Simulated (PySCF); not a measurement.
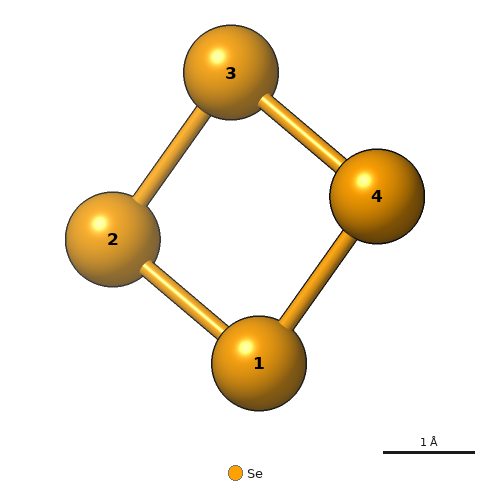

Orthographic view. Atoms fade into the background with distance from the viewer. The species has charge +2 and is a spin singlet. The computed structure is the end point of a PBE0-D3(BJ)/def2-SVP optimisation. No frequency run is at hand to confirm it as a minimum.

Write a Z-matrix (Å, degrees) in the order of the atom numbers, with these reference atoms: 2 to 1; 3 to 2, 1; 4 to 1, 2, 3.

```
Se 
Se   1   2.311
Se   2   2.311   1    90.0
Se   1   2.311   2    90.0   3     0.1
```
